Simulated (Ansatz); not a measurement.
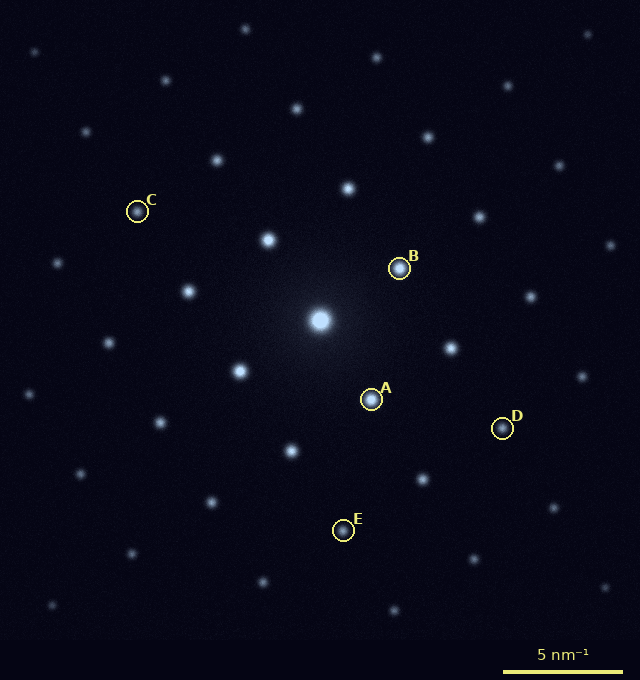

The pattern is a kinematic simulation for 120 kV electrons (no multiple scattering; isotropic B = 0.8 Å²). The zone axis points towards the electron source and the pattern is seen from the source side.

ZnC2, space group I4/mmm (No. 139), a = 3.532 Å, c = 5.058 Å. Structure: coordinates from a relaxation (final pressure about 14 GPa) with Ansatz, DFT PBEsol, scalar-relativistic, plane waves, PAW; the starting structure was generated, so it need not be a known form of this composition.

Spot A is indexed -1 -1 0 and spot B 1 -1 0.

Index the other marked spots.

C = −2A − B = 1 3 0 (d = 1.117 Å). D = 2A + B = -1 -3 0 (d = 1.117 Å). E = 2A − B = -3 -1 0 (d = 1.117 Å).

Give [uvw].

The cross product of A and B is parallel to [001]; every spot obeys hu + kv + lw = 0.
